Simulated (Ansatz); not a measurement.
```xyz
4

S     0.2673    0.3770    0.0159
S    -1.6485    0.8408    0.2327
H     0.4731   -0.3087   -1.1963
H     0.5562   -0.8367    0.6680
```

Geometry: PBE-D3(BJ)/def2-SVP.

All numbers below come from isolated molecule in a Gaussian basis; Kohn-Sham density functional theory, functional PBE0 (Ansatz).

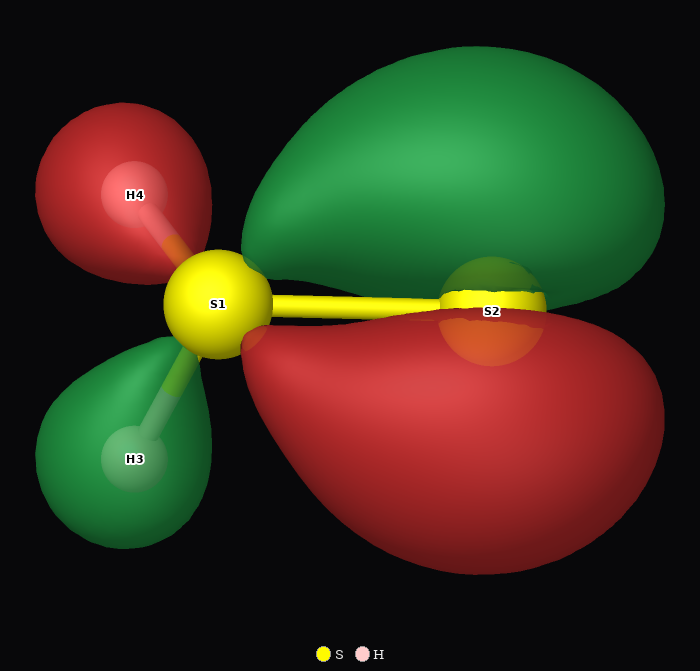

H2S2. The HOMO−1 at ±0.1 Å⁻³ᐟ² (green and red are the two phases), seen at an oblique angle.

### Describe this orbital and give its energy.

By Hirshfeld shares it lies mainly on S2 (about 80 %) and S1 (about 15 %); largely a lone pair of S2. Its energy is −6.98 eV.
